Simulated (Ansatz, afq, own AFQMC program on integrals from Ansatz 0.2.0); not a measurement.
# BH₄O (doublet): AFQMC on the coupled-cluster ladder at distance O1–H3 along a hydrogen transfer = 1.046 Å, cc-pVTZ

How near does AFQMC come to the top of the ladder for BH₄O (doublet)?

Program: Ansatz 0.2.0, Gaussian basis, and an in-house AFQMC program (afq) on its integrals; all values are calculated. Level of theory: cc-pVTZ, frozen cores. These are calculated values, not measurements.

The runs, in order: PBE (unrestricted); r2SCAN (unrestricted); CCSD(T) on UHF; PBE0 (unrestricted); B3LYP (unrestricted); CCSD(T) on UHF; wB97M-V (unrestricted); B2PLYP (unrestricted); CCSD(T) on UHF; Phaseless AFQMC, CISD trial on UHF.

### 1 The geometry

The geometry derives from fragments relaxed apart (PBE0/def2-TZVP) and kept rigid, so it is no stationary point. A hydrogen atom is moved between rigid fragments.

6 atoms, charge 0, spin multiplicity 2.

Atoms are counted from 1 here; the program's logs count them from 0.

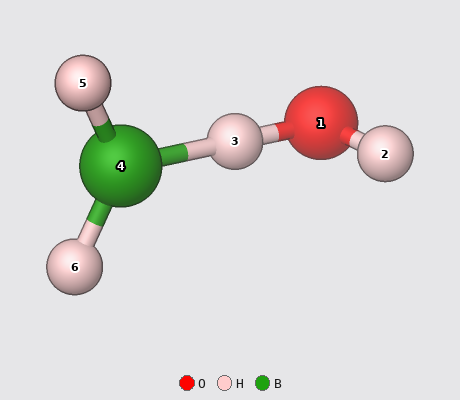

The geometry (oxygen red, hydrogen pink, boron green); atoms are numbered from 1 in the order of the file.

### 2 PBE (unrestricted)

in.yaml reads:

```yaml
crystal:
  periodic: [false, false, false]
  atoms:
    - {symbol: O, position_ang: [-1.070333, -0.030281, 0.000000]}
    - {symbol: H, position_ang: [-1.319643, 0.896295, 0.000000]}
    - {symbol: H, position_ang: [-0.024333, -0.030281, 0.000000]}
    - {symbol: B, position_ang: [1.360667, -0.030281, 0.000000]}
    - {symbol: H, position_ang: [1.869740, -0.030281, 1.077008]}
    - {symbol: H, position_ang: [1.869740, -0.030281, -1.077009]}
basis:
  gaussian: {orbitals: cc-pVTZ}
magnetization: {spin_polarized: true, initial_magnetization: 1}
hamiltonian: {xc: {name: PBE}}
output: {orbitals: {seedname: orbitals}}
```

On the command line:

```bash
> ansatz run in.yaml --threads 1 --pin off --events-out ev --progress --plain --max-ram 5632MiB --backend cpu
```

The log of the run:

```text
Functional definition: PBE
  name "PBE"
  cite "Perdew, Burke & Ernzerhof, Phys. Rev. Lett. 77, 3865 (1996) doi:10.1103/PhysRevLett.77.3865"
  parent pbe
  parameter kappa = 0.804
  parameter beta = 0.06672455060314922
  exchange = pbe_x(kappa = kappa, mu = beta*pi^2/3)
  correlation = pbe_c(beta = beta)
619 factors; their error is unknown
mean field evaluation 1: about -2776.7775 eV, gradient 4.0e1 eV
mean field evaluation 2: about -2698.2585 eV, gradient 1.1e2 eV
mean field evaluation 4: about -2781.9256 eV, gradient 8.1e0 eV
mean field evaluation 8: about -2782.2383 eV, gradient 1.1e-1 eV
mean field evaluation 16: about -2782.2201 eV, gradient 6.4e-4 eV
mean field evaluation 32: about -2782.1958 eV, gradient 1.4e0 eV
mean field -2782.22006695 eV, -102.2447016039 hartree, gradient 4.7e-5 eV, S^2 0.752352; 3 other end points of the search recorded, 0 dependent functions left out
reference -2782.22010238 eV, -102.2447029059 hartree; 9, 8 occupied and 107, 108 virtual orbitals, 619 factors
Total energy: -2782.22010238 eV, -102.2447029059 hartree
```

Run time: 2.7 s. Hardware: 1 thread of AMD EPYC 7R13 (Zen 3), shared host; peak memory 1.8 GiB.

From the report: ⟨S²⟩ of the determinant 0.752 (pure doublet: 0.75).

### 3 r2SCAN (unrestricted)

Edit in.yaml of step 2 so:

```diff
@@ -12,3 +12,2 @@
 magnetization: {spin_polarized: true, initial_magnetization: 1}
-hamiltonian: {xc: {name: PBE}}
-output: {orbitals: {seedname: orbitals}}
+hamiltonian: {xc: {name: r2SCAN}}
```

Same command.

The log of the run:

```text
Functional definition: r2SCAN
  name "r2SCAN"
  cite "Furness, Kaplan, Ning, Perdew & Sun, J. Phys. Chem. Lett. 11, 8208 (2020) doi:10.1021/acs.jpclett.0c02405"
  cite "Furness, Kaplan, Ning, Perdew & Sun, J. Phys. Chem. Lett. 11, 9248 (2020) doi:10.1021/acs.jpclett.0c03077"
  parent r2scan
  parameter k0 = 0.174
  parameter k1 = 0.065
  parameter a1 = 4.9479
  exchange = r2scan_x(k0 = k0, k1 = k1, a1 = a1)
  correlation = r2scan_c
619 factors; their error is unknown
mean field evaluation 1: about -2779.6510 eV, gradient 3.7e1 eV
mean field evaluation 2: about -2710.4277 eV, gradient 1.0e2 eV
mean field evaluation 4: about -2783.9696 eV, gradient 7.7e0 eV
mean field evaluation 8: about -2784.2565 eV, gradient 1.4e-1 eV
mean field evaluation 16: about -2784.2377 eV, gradient 6.3e-3 eV
mean field evaluation 32: about -2784.2377 eV, gradient 1.3e-2 eV
mean field -2784.23773764 eV, -102.3188496341 hartree, gradient 2.6e-5 eV, S^2 0.755544; 3 other end points of the search recorded, 0 dependent functions left out
reference -2784.23775000 eV, -102.3188500884 hartree; 9, 8 occupied and 107, 108 virtual orbitals, 619 factors
Total energy: -2784.23775000 eV, -102.3188500884 hartree
```

Wall time 6 s (1 thread of AMD EPYC 7R13 (Zen 3), shared host); peak memory 1.8 GiB.

From the report: ⟨S²⟩ of the determinant 0.756 (pure doublet: 0.75).

### 4 CCSD(T) on UHF

Edit in.yaml of step 3 so:

```diff
@@ -12,2 +12,2 @@
 magnetization: {spin_polarized: true, initial_magnetization: 1}
-hamiltonian: {xc: {name: r2SCAN}}
+correlation: {method: ccsd_t, electrons: outside_noble_gas, hamiltonian_folder: ham}
```

On the command line:

```bash
> ansatz run in.yaml --threads 1 --pin off --events-out ev --progress --plain --max-ram 16896MiB --backend cuda --devices 0, --max-vram 18GiB
```

The log of the run (excerpt; [...] marks lines left out):

```text
Functional definition: HF
  name "HF"
  cite "Fock, Z. Phys. 61, 126 (1930) doi:10.1007/BF01340294"
  parent pbe
[...]
668 factors; integrals over basis functions are off by at most 1.2e-3 eV
[...]
mean field -2769.48673098 eV, -101.7767601380 hartree, gradient 2.8e-6 eV, S^2 0.767251; 5 other end points of the search recorded, 0 dependent functions left out
determinant -2769.48673098 eV, -101.7767601380 hartree, with singles and doubles -2780.02709584 eV, -102.1641114021 hartree
determinant -2767.93816937 eV, -101.7198515484 hartree, with singles and doubles -2778.69294007 eV, -102.1150820817 hartree
determinant -2766.09956407 eV, -101.6522840499 hartree, with singles and doubles -2776.18087008 eV, -102.0227652125 hartree
2 core orbitals not correlated: weight in the atoms' cores, before any rotation towards them, 1.000 or more for the frozen orbitals, at most 0.000 for the correlated occupied ones
reference -2769.48673098 eV, -101.7767601380 hartree; 7, 6 occupied and 107, 108 virtual orbitals, 668 factors
second order -9.77289359 eV of doubles, -0.00000000 eV of singles
cycle   1  -10.40178103 eV  change   -9.0e-1 eV  update   2.1e-2
[...]
cycle  12  -10.42453563 eV  change    4.9e-6 eV  update   6.7e-6
perturbative correction -0.32244206 eV, -0.0118495270 hartree
Total energy: -2780.23370866 eV, -102.1717042832 hartree
```

Run time: 9.5 s. Hardware: 1 × NVIDIA H100 80GB HBM3 with 1 thread of AMD EPYC 7R13 (Zen 3), shared host; peak host memory 1.8 GiB.

From the report: ⟨S²⟩ of the determinant 0.767 (pure doublet: 0.75); correlation -10.7470 eV; T1 0.013; largest double amplitude 0.03.

This run also writes the integrals to the folder ham.

### 5 PBE0 (unrestricted)

Edit in.yaml of step 4 so:

```diff
@@ -12,2 +12,3 @@
 magnetization: {spin_polarized: true, initial_magnetization: 1}
-correlation: {method: ccsd_t, electrons: outside_noble_gas, hamiltonian_folder: ham}
+hamiltonian: {xc: {name: PBE0}}
+output: {orbitals: {seedname: orbitals}}
```

On the command line:

```bash
> ansatz run in.yaml --threads 1 --pin off --events-out ev --progress --plain --max-ram 5632MiB --backend cpu
```

The log of the run:

```text
Functional definition: PBE0
  name "PBE0"
  cite "Adamo & Barone, J. Chem. Phys. 110, 6158 (1999) doi:10.1063/1.478522"
  cite "Perdew, Burke & Ernzerhof, Phys. Rev. Lett. 77, 3865 (1996) doi:10.1103/PhysRevLett.77.3865"
  parent pbe
  parameter a = 0.25
  parameter kappa = 0.804
  parameter beta = 0.06672455060314922
  exchange = (1 - a)*pbe_x(kappa = kappa, mu = beta*pi^2/3) + a*exact_x
  correlation = pbe_c(beta = beta)
619 factors; their error is unknown
mean field evaluation 1: about -2778.5009 eV, gradient 3.4e1 eV
mean field evaluation 2: about -2767.1302 eV, gradient 6.3e1 eV
mean field evaluation 4: about -2782.4094 eV, gradient 1.7e0 eV
mean field evaluation 8: about -2782.4313 eV, gradient 5.9e-2 eV
mean field evaluation 16: about -2782.4234 eV, gradient 5.6e-4 eV
mean field -2782.42337783 eV, -102.2521731409 hartree, gradient 1.9e-5 eV, S^2 0.754456; 2 other end points of the search recorded, 0 dependent functions left out
reference -2782.42340471 eV, -102.2521741286 hartree; 9, 8 occupied and 107, 108 virtual orbitals, 619 factors
Total energy: -2782.42340471 eV, -102.2521741286 hartree
```

It took 2 s on 1 thread of AMD EPYC 7R13 (Zen 3), shared host; peak memory 1.8 GiB.

From the report: ⟨S²⟩ of the determinant 0.754 (pure doublet: 0.75).

### 6 B3LYP (unrestricted)

Edit in.yaml of step 5 so:

```diff
@@ -12,3 +12,2 @@
 magnetization: {spin_polarized: true, initial_magnetization: 1}
-hamiltonian: {xc: {name: PBE0}}
-output: {orbitals: {seedname: orbitals}}
+hamiltonian: {xc: {name: B3LYP}}
```

Same command.

The log of the run (excerpt; [...] marks lines left out):

```text
Functional definition: B3LYP
  name "B3LYP"
  cite "Stephens, Devlin, Chabalowski & Frisch, J. Phys. Chem. 98, 11623 (1994) doi:10.1021/j100096a001"
  cite "Becke, Phys. Rev. A 38, 3098 (1988) doi:10.1103/PhysRevA.38.3098"
  cite "Lee, Yang & Parr, Phys. Rev. B 37, 785 (1988) doi:10.1103/PhysRevB.37.785"
  cite "Vosko, Wilk & Nusair, Can. J. Phys. 58, 1200 (1980) doi:10.1139/p80-159"
[...]
619 factors; their error is unknown
[...]
mean field -2786.15663638 eV, -102.3893678622 hartree, gradient 4.4e-5 eV, S^2 0.753615; 2 other end points of the search recorded, 0 dependent functions left out
reference -2786.15684809 eV, -102.3893756425 hartree; 9, 8 occupied and 107, 108 virtual orbitals, 619 factors
Total energy: -2786.15684809 eV, -102.3893756425 hartree
```

Run time: 2.3 s. Hardware: 1 thread of AMD EPYC 7R13 (Zen 3), shared host; peak memory 1.8 GiB.

From the report: ⟨S²⟩ of the determinant 0.754 (pure doublet: 0.75).

### 7 CCSD(T) on UHF

Edit in.yaml of step 6 so:

```diff
@@ -10,4 +10,4 @@
 basis:
-  gaussian: {orbitals: cc-pVTZ}
+  gaussian: {orbitals: def2-TZVPP}
 magnetization: {spin_polarized: true, initial_magnetization: 1}
-hamiltonian: {xc: {name: B3LYP}}
+correlation: {method: ccsd_t, electrons: outside_noble_gas}
```

On the command line:

```bash
> ansatz run in.yaml --threads 1 --pin off --events-out ev --progress --plain --max-ram 16896MiB --backend cuda --devices 0, --max-vram 18GiB
```

The log of the run (excerpt; [...] marks lines left out):

```text
Functional definition: HF
  name "HF"
  cite "Fock, Z. Phys. 61, 126 (1930) doi:10.1007/BF01340294"
  parent pbe
[...]
702 factors; integrals over basis functions are off by at most 1.8e-3 eV
[...]
mean field -2769.62700833 eV, -101.7819152354 hartree, gradient 1.9e-6 eV, S^2 0.767257; 5 other end points of the search recorded, 0 dependent functions left out
determinant -2769.62700833 eV, -101.7819152354 hartree, with singles and doubles -2780.14707423 eV, -102.1685205268 hartree
determinant -2768.06203769 eV, -101.7244036252 hartree, with singles and doubles -2778.79147591 eV, -102.1187032072 hartree
determinant -2766.22045846 eV, -101.6567268370 hartree, with singles and doubles -2776.26653292 eV, -102.0259132639 hartree
2 core orbitals not correlated: weight in the atoms' cores, before any rotation towards them, 1.000 or more for the frozen orbitals, at most 0.000 for the correlated occupied ones
reference -2769.62700833 eV, -101.7819152354 hartree; 7, 6 occupied and 109, 110 virtual orbitals, 702 factors
second order -9.74581710 eV of doubles, -0.00000000 eV of singles
cycle   1  -10.38340436 eV  change   -8.7e-1 eV  update   2.0e-2
[...]
cycle  12  -10.40355370 eV  change    4.2e-6 eV  update   6.7e-6
perturbative correction -0.31953543 eV, -0.0117427105 hartree
Total energy: -2780.35009746 eV, -102.1759814925 hartree
```

Run time: 8 s. Hardware: 1 × NVIDIA H100 80GB HBM3 with 1 thread of AMD EPYC 7R13 (Zen 3), shared host; peak host memory 1.8 GiB.

From the report: ⟨S²⟩ of the determinant 0.767 (pure doublet: 0.75); correlation -10.7231 eV; T1 0.014; largest double amplitude 0.03.

### 8 wB97M-V (unrestricted)

Edit in.yaml of step 7 so:

```diff
@@ -10,4 +10,5 @@
 basis:
-  gaussian: {orbitals: def2-TZVPP}
+  gaussian: {orbitals: cc-pVTZ}
 magnetization: {spin_polarized: true, initial_magnetization: 1}
-correlation: {method: ccsd_t, electrons: outside_noble_gas}
+hamiltonian: {xc: {name: wB97M-V}}
+output: {orbitals: {seedname: orbitals}}
```

On the command line:

```bash
> ansatz run in.yaml --threads 1 --pin off --events-out ev --progress --plain --max-ram 5632MiB --backend cpu
```

The log of the run (excerpt; [...] marks lines left out):

```text
Functional definition: wB97M-V
  name "wB97M-V"
  cite "Mardirossian & Head-Gordon, J. Chem. Phys. 144, 214110 (2016) doi:10.1063/1.4952647"
  cite "Becke, J. Chem. Phys. 107, 8554 (1997) doi:10.1063/1.475007"
  cite "Vydrov & Van Voorhis, J. Chem. Phys. 133, 244103 (2010) doi:10.1063/1.3521275"
  # Of w^i u^j: cxij and so on, Table III.
[...]
  gx(w, u) = 1 - cx + cx01*u + cx10*w
  gss(w, u) = css00 + css04*u^4 + css10*w + css20*w^2 + css43*w^4*u^3
  gos(w, u) = cos00 + cos10*w + (cos20 + cos21*u)*w^2 + (cos60 + cos61*u)*w^6
[...]
      + integral(e_c_pw_mod_opposite_spin*gos(b97_w_opposite, b97_u_opposite)) + vv10(b, c)
619 factors; their error is unknown
150 factors; integrals over basis functions are off by at most 1.7e-5 eV
[...]
mean field -2784.21044586 eV, -102.3178466798 hartree, gradient 2.9e-5 eV, S^2 0.752977; 2 other end points of the search recorded, 0 dependent functions left out
reference -2784.21048584 eV, -102.3178481489 hartree; 9, 8 occupied and 107, 108 virtual orbitals, 619 factors
Total energy: -2784.21048584 eV, -102.3178481489 hartree
```

It took 7 s on 1 thread of AMD EPYC 7R13 (Zen 3), shared host; peak memory 1.8 GiB.

From the report: ⟨S²⟩ of the determinant 0.753 (pure doublet: 0.75).

### 9 B2PLYP (unrestricted)

Edit in.yaml of step 8 so:

```diff
@@ -12,3 +12,3 @@
 magnetization: {spin_polarized: true, initial_magnetization: 1}
-hamiltonian: {xc: {name: wB97M-V}}
-output: {orbitals: {seedname: orbitals}}
+hamiltonian: {xc: {name: B2PLYP}}
+correlation: {electrons: outside_noble_gas}
```

Same command.

The log of the run (excerpt; [...] marks lines left out):

```text
Functional definition: B2PLYP
  name "B2PLYP"
  cite "Grimme, J. Chem. Phys. 124, 034108 (2006) doi:10.1063/1.2148954"
  cite "Becke, Phys. Rev. A 38, 3098 (1988) doi:10.1103/PhysRevA.38.3098"
  cite "Lee, Yang & Parr, Phys. Rev. B 37, 785 (1988) doi:10.1103/PhysRevB.37.785"
[...]
668 factors; integrals over basis functions are off by at most 1.2e-3 eV
[...]
mean field -2780.38775040 eV, -102.1773652126 hartree, gradient 6.9e-6 eV, S^2 0.758025; 2 other end points of the search recorded, 0 dependent functions left out
2 core orbitals not correlated: weight in the atoms' cores, before any rotation towards them, 1.000 or more for the frozen orbitals, at most 0.000 for the correlated occupied ones
reference -2780.38788477 eV, -102.1773701508 hartree; 7, 6 occupied and 107, 108 virtual orbitals, 668 factors
second order -11.78991677 eV of doubles, -0.00000000 eV of singles
Total energy: -2783.57116230 eV, -102.2943534423 hartree
```

It took 3 s on 1 thread of AMD EPYC 7R13 (Zen 3), shared host; peak memory 1.8 GiB.

From the report: ⟨S²⟩ of the determinant 0.758 (pure doublet: 0.75).

### 10 CCSD(T) on UHF

Edit in.yaml of step 9 so:

```diff
@@ -10,5 +10,4 @@
 basis:
-  gaussian: {orbitals: cc-pVTZ}
+  gaussian: {orbitals: "def2-QZVPP.json"}
 magnetization: {spin_polarized: true, initial_magnetization: 1}
-hamiltonian: {xc: {name: B2PLYP}}
-correlation: {electrons: outside_noble_gas}
+correlation: {method: ccsd_t, electrons: outside_noble_gas}
```

On the command line:

```bash
> ansatz run in.yaml --threads 1 --pin off --events-out ev --progress --plain --max-ram 16896MiB --backend cuda --devices 0, --max-vram 18GiB
```

The log of the run (excerpt; [...] marks lines left out):

```text
Functional definition: HF
  name "HF"
  cite "Fock, Z. Phys. 61, 126 (1930) doi:10.1007/BF01340294"
  parent pbe
[...]
1410 factors; integrals over basis functions are off by at most 1.2e-3 eV
[...]
mean field -2769.77588978 eV, -101.7873865278 hartree, gradient 2.2e-6 eV, S^2 0.767430; 3 other end points of the search recorded, 0 dependent functions left out
determinant -2769.77588978 eV, -101.7873865278 hartree, with singles and doubles -2781.03369990 eV, -102.2011034191 hartree
determinant -2768.19794420 eV, -101.7293980972 hartree, with singles and doubles -2779.65000493 eV, -102.1502535668 hartree
determinant -2766.36135436 eV, -101.6619046658 hartree, with singles and doubles -2777.11318214 eV, -102.0570270485 hartree
2 core orbitals not correlated: weight in the atoms' cores, before any rotation towards them, 1.000 or more for the frozen orbitals, at most 0.000 for the correlated occupied ones
reference -2769.77588978 eV, -101.7873865278 hartree; 7, 6 occupied and 225, 226 virtual orbitals, 1410 factors
second order -10.48351830 eV of doubles, -0.00000000 eV of singles
cycle   1  -10.98617093 eV  change    -1.1e0 eV  update   2.4e-2
[...]
cycle  12  -11.01914657 eV  change    7.7e-6 eV  update   7.3e-6
perturbative correction -0.36934011 eV, -0.0135729989 hartree
Total energy: -2781.16437646 eV, -102.2059056940 hartree
```

Run time: 15 s. Hardware: 1 × NVIDIA H100 80GB HBM3 with 1 thread of AMD EPYC 7R13 (Zen 3), shared host; peak host memory 1.8 GiB.

From the report: ⟨S²⟩ of the determinant 0.767 (pure doublet: 0.75); correlation -11.3885 eV; T1 0.014; largest double amplitude 0.02.

### 11 Phaseless AFQMC, CISD trial on UHF

It reads the integrals that the CCSD(T) run on this determinant wrote.

On the command line:

```bash
> afq ham --method phaseless --trial cisd --walkers 600 --populations 10 --least-time 60 --time-step 0.005 --steps-per-block 50 --equilibration-blocks 28 --max-blocks 4000 --target-error 0.00021 --factor-cut 1e-05 --start spin_pure --seed 6310 --release-times 0.24,0.51,0.99,1.62,2.4 --release-step 0.03 --release-every 3 --taylor-order 6
```

The log of the run:

```text
orbitals 114  electrons 7 6  factors 668 of 668
reference energy -101.77676014 Eh
CCSD correlation -0.38309501 Eh in 14 cycles, weight of the determinant in the CISD state 0.8868
energy of the start -102.158839 Eh
 block  time / (1/Eh)  mean weight  energy / Eh
     1     0.250  1.0008  -102.156566
     2     0.500  0.9998  -102.163360
     3     0.750  1.0004  -102.165751
     4     1.000  0.9992  -102.168983
     5     1.250  1.0001  -102.168277
     6     1.500  0.9995  -102.171119
     7     1.750  1.0001  -102.173362
     8     2.000  0.9991  -102.173469
     9     2.250  1.0011  -102.173823
    10     2.500  1.0002  -102.171054
    13     3.250  0.9998  -102.170818
    16     4.000  0.9993  -102.173530
    19     4.750  1.0009  -102.172078
    22     5.500  0.9985  -102.172979
    25     6.250  0.9999  -102.168787
    28     7.000  1.0010  -102.174844
    31     7.750  0.9997  -102.174758
    34     8.500  1.0002  -102.171515
    37     9.250  0.9994  -102.168676
    40    10.000  1.0006  -102.172721
    43    10.750  1.0003  -102.172560
    46    11.500  1.0004  -102.173464
    49    12.250  1.0000  -102.171907
    52    13.000  0.9996  -102.170777
    55    13.750  0.9995  -102.170486
    58    14.500  0.9993  -102.172264
    61    15.250  0.9995  -102.172130
    64    16.000  0.9987  -102.170278
    67    16.750  0.9990  -102.168542
    70    17.500  0.9985  -102.170287
    73    18.250  0.9998  -102.171646
    76    19.000  1.0005  -102.172341
    79    19.750  1.0001  -102.172737
    82    20.500  1.0009  -102.175858
    85    21.250  1.0016  -102.173650
    88    22.000  0.9994  -102.172019
    91    22.750  0.9993  -102.171946
    94    23.500  1.0000  -102.180148
    97    24.250  0.9991  -102.174827
   100    25.000  0.9994  -102.171302
   103    25.750  0.9988  -102.172023
   106    26.500  0.9997  -102.173821
   109    27.250  0.9993  -102.174887
   112    28.000  1.0000  -102.174417
   115    28.750  0.9999  -102.171319
   118    29.500  1.0001  -102.175414
   121    30.250  0.9990  -102.170564
   124    31.000  1.0007  -102.171795
   127    31.750  1.0008  -102.171239
   130    32.500  0.9995  -102.172513
   133    33.250  1.0007  -102.173606
   136    34.000  1.0004  -102.171530
   139    34.750  1.0009  -102.172295
   142    35.500  1.0002  -102.173050
   145    36.250  1.0012  -102.176470
   148    37.000  0.9992  -102.174794
error from the spread of 10 populations
released: time / (1/Eh)  energy / Eh  error  mean overlap
  0.24  -102.172647  0.000185  0.9943
  0.51  -102.172603  0.000126  0.9930
  0.99  -102.172588  0.000296  0.9909
  1.62  -102.173202  0.000283  0.9647
  2.40  -102.172528  0.000566  0.9570
energy -102.172706 +/- 0.000175 Eh
```

It took 2.6 min on 1 × NVIDIA H100 80GB HBM3 with 2 threads of AMD EPYC 7R13 (Zen 3), shared host; peak host memory 2.1 GiB.

Energy -2780.2610 ± 0.0048 eV. Caveats: constraint bias not in the error.

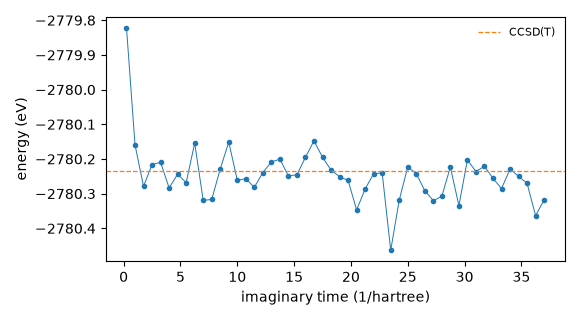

Block energies along the walk.

### 12 All levels side by side

On the UHF determinant, counted from CCSD(T) (a yardstick, not exact):

```
                                               level  energy (eV)  from CCSD(T) (kcal/mol)  statistical error (kcal/mol)     time
                                                  HF   -2769.4867                  +247.83                                       
                                                 MP2   -2779.2596                   +22.46                                       
                                                CCSD   -2779.9113                    +7.44                                       
                                             CCSD(T)   -2780.2337                     0.00                                       
Phaseless AFQMC, CISD trial, step 0.005, 600 walkers   -2780.2610                    -0.63                          0.11  2.6 min
```

The functionals' totals stand on their own zeros and serve differences with other points: PBE -2782.220 eV; r2SCAN -2784.238 eV; PBE0 -2782.423 eV; B3LYP -2786.157 eV; wB97M-V -2784.210 eV; B2PLYP -2783.571 eV.

### 13 Results

```
                                       quantity                  value
Phaseless AFQMC, CISD trial on UHF from CCSD(T)  -0.63 ± 0.11 kcal/mol
```

**Reading.** On UHF the phaseless walk with the CISD trial lies -0.63 kcal/mol from CCSD(T), 6 times its error bar. Error bars are statistical and leave out the constraint, the time step and what remains of the start.
